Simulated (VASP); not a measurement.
Band structure of GaN (wurtzite). Method: LDA (Ceperley-Alder, Perdew-Zunger) with spin-orbit coupling, VASP's LDA PAW potentials (set 64) (plane waves; VASP).

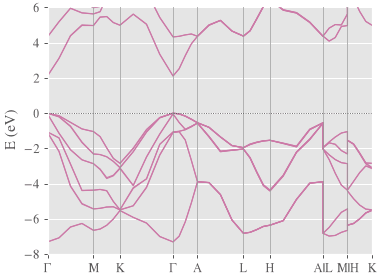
Bands along high-symmetry lines, zero at the valence-band maximum or, without a gap, the Fermi level

**Question.** Read the plot: is there a gap, and where are the band edges?

**Answer.** The gap is direct, 2.11 eV, from the valence maximum at Γ to the conduction minimum at Γ.

Measured: gap 3.68 eV (computed value off by -1.57 eV), as given by Wei Chen et al., Physical Review Materials (2018), doi:10.1103/physrevmaterials.2.073803 [zero-point renormalisation of 0.17 eV added back (the table's ZPR column)].

The compound is GaN in the wurtzite structure. It was relaxed first.
